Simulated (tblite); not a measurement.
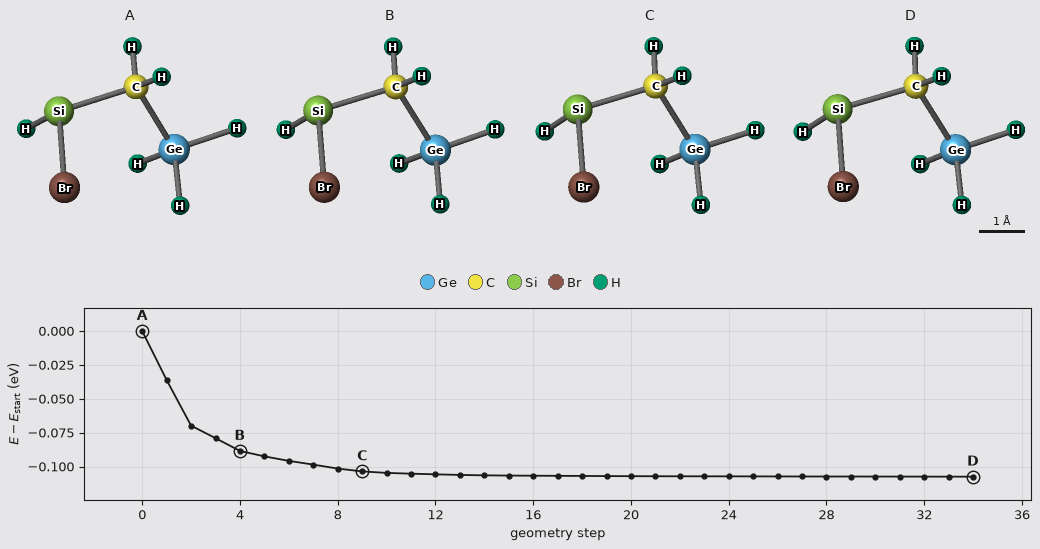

Frames of a relaxation of CH₆BrGeSi (multiplicity 2), marked on the history of the run. Style: ball-and-stick. Shown at a tilt.

Method: GFN2-xTB geometry optimisation, gas phase in tblite. 

> What happens along the run?

After 34 geometry steps the energy has fallen by 0.107 eV. The largest move after the best rigid fit is that of an H atom, 0.12 Å. Largest moves by element: H 0.12 Å, Br 0.06 Å, Si 0.06 Å, Ge 0.03 Å, C 0.01 Å. Some distances before and after: Ge–H 1.559 → 1.497 Å, C–Ge 1.945 → 1.974 Å, C–H 1.109 → 1.090 Å, C–Si 1.885 → 1.895 Å. Among the angles between lasting bonds that change: Br–Si–H 110.7° → 104.1°, C–Si–H 109.6° → 113.8°, H–C–H 110.1° → 107.2°. From step 0 to 4: H atoms move most (0.05 Å), energy −0.088 eV. From step 4 to 9: an H atom moves most (0.05 Å), energy −0.015 eV. From step 9 to 34: an H atom moves most (0.05 Å), energy −0.004 eV.
